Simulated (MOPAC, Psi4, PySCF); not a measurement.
Approach curve of the dimer H4Si ··· H4Ge (SMILES [SiH4] and [GeH4]). Monomers: optimised at B3LYP-D3(BJ) (def2-TZVP), held rigid. Orientation: a random orientation, not optimised. The monomers approach along the line of their centres of mass (distance R); nothing else relaxes.

Geometry at R = 4.30 Å (first 5 atoms: monomer A):
```
10

Si     0.0000     0.0000     0.0000
H     -0.2474    -1.0392    -1.0248
H     -0.7124     1.2423    -0.3749
H      1.4527     0.2713     0.0869
H     -0.4928    -0.4744     1.3128
Ge     1.2404     4.0746     0.5911
H      1.1097     5.1108     1.7172
H      2.2920     3.0251     0.9806
H      1.6738     4.7776    -0.7038
H     -0.1140     3.3847     0.3705
```

PBE/def2-TZVP, counterpoise-corrected (Psi4); RMP2/6-31G* = restricted MP2 (frozen core)/6-31G*, spherical d, no counterpoise correction in PySCF; HF/aug-cc-pVDZ, counterpoise-corrected (Psi4); PM7, restricted, heats of formation (MOPAC); B3LYP/def2-TZVP, counterpoise-corrected (Psi4).

Interaction energies in kJ/mol (negative: bound); R is the distance of the centres of mass, d the H3···H10 distance.

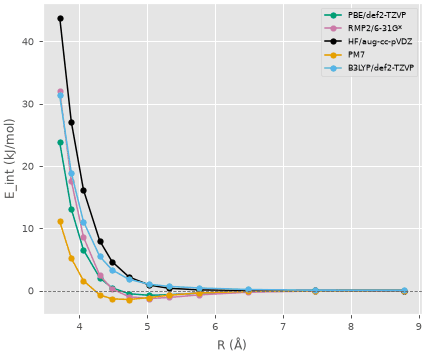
*Interaction energy against separation.*

```tsv
R / Å	d / Å	PBE/def2-TZVP	RMP2/6-31G*	HF/aug-cc-pVDZ	PM7	B3LYP/def2-TZVP
3.71	1.77	23.77	32.05	43.82	11.10	31.32
3.88	1.93	13.11	17.60	27.11	5.18	18.92
4.06	2.11	6.51	8.58	16.15	1.56	11.06
4.30	2.35	2.03	2.43	7.98	-0.71	5.47
4.48	2.52	0.44	0.26	4.65	-1.34	3.32
4.73	2.77	-0.51	-1.00	2.18	-1.45	1.79
5.03	3.07	-0.77	-1.29	0.87	-1.13	1.00
5.32	3.35	-0.68	-1.12	0.36	-0.76	0.66
5.77	3.80	-0.41	-0.70	0.10	-0.39	0.40
6.49	4.52	-0.12	-0.27	0.02	-0.14	0.17
7.47	5.49	-0.01	-0.08	0.00	-0.05	0.03
8.79	6.81	0.00	-0.03	0.00	-0.02	0.00
```

Lowest grid point: PBE/def2-TZVP -0.77 kJ/mol at R = 5.03 Å; RMP2/6-31G* -1.29 kJ/mol at R = 5.03 Å; HF/aug-cc-pVDZ 0.00 kJ/mol at R = 8.79 Å; PM7 -1.45 kJ/mol at R = 4.73 Å; B3LYP/def2-TZVP 0.00 kJ/mol at R = 8.79 Å.
